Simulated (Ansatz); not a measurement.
```xyz
7

C    -0.6408    0.4690   -0.3318
Si    1.0173   -0.3989   -0.0881
Cl    0.6951   -2.3390    0.6337
H    -0.4782    1.4985   -0.6905
H    -1.1910    0.5124    0.6238
H    -1.2627   -0.0643   -1.0669
H     1.8603    0.3223    0.9198
```

Level of theory: UKS B3LYP/def2-SVP in Ansatz 0.2.0.

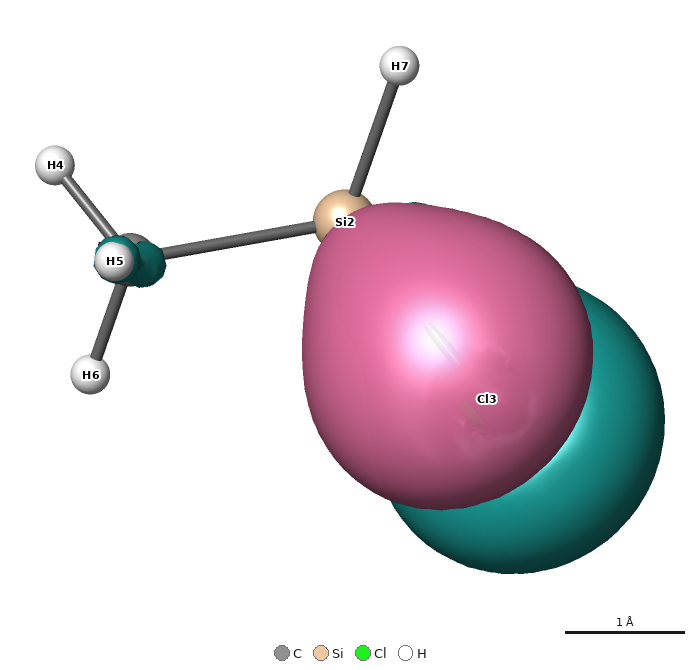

CH4ClSi (doublet). The HOMO−1 (β) at ±0.1 Å⁻³ᐟ² (teal and pink are the two phases), seen across its widest extent.

### What is the character of this orbital?

By Hirshfeld shares it lies mainly on Cl3 (about 85 %); largely a lone pair of Cl3. Its energy is −8.79 eV.
